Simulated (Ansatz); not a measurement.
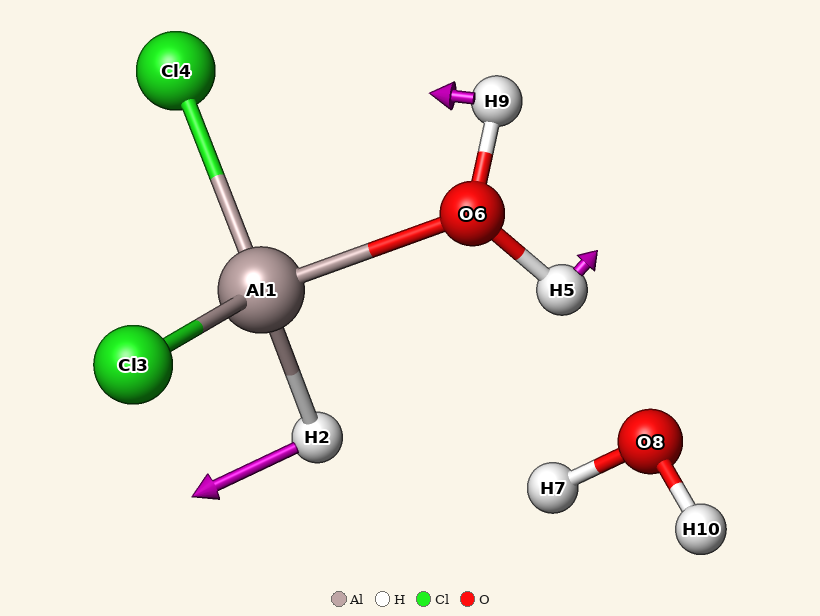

The arrows show one normal mode. Harmonic vibrations computed with RKS PBE0-D4/def2-TZVP (Ansatz 0.2.0) at a stationary point of the same level.

Q: Describe the motion.

A: Mostly angle bending.

Q: At what wavenumber does it lie?

A: 727 cm⁻¹; it is mode 15 of 24 counted from the lowest.
